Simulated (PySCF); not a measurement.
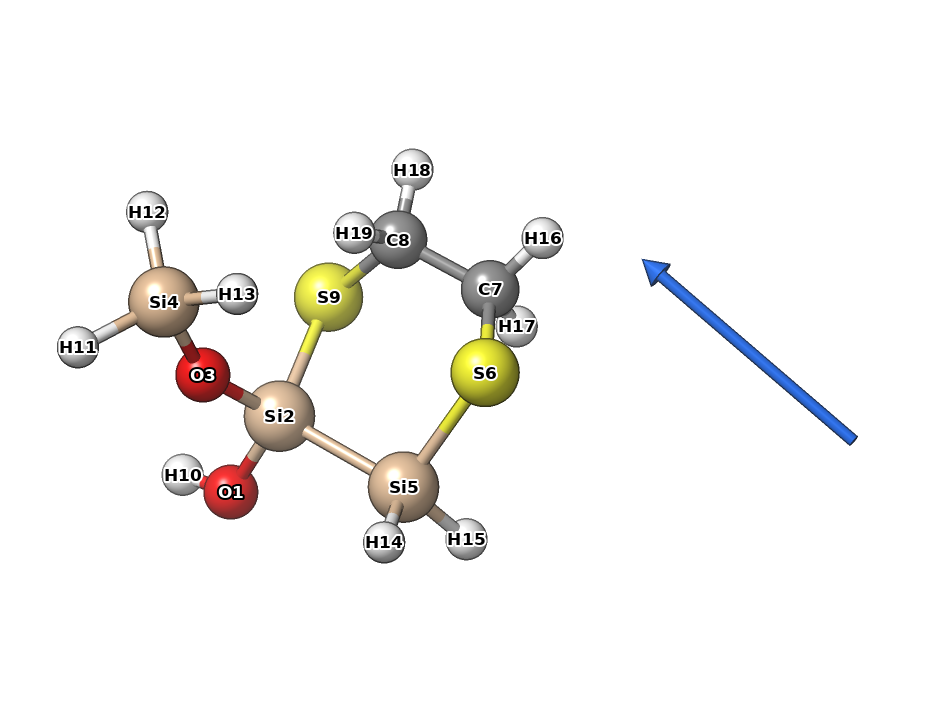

The arrow beside the molecule shows the direction of the dipole moment, from the negative to the positive end (its length means nothing). The geometry was computed by an optimisation with GFN2-xTB. No frequency run is at hand to confirm it as a minimum. Method: PBE0/pcSseg-1, gas phase (PySCF 2.14.0).

### How large is the dipole moment?

1.73 D; it points from the side of H15 to the side of H12 (the outermost atoms at the two ends).

The geometry is semi-empirical. Around Si such bond lengths and angles can be off by a tenth of an ångström or more and by several degrees, and values that hang on the shape move with them.
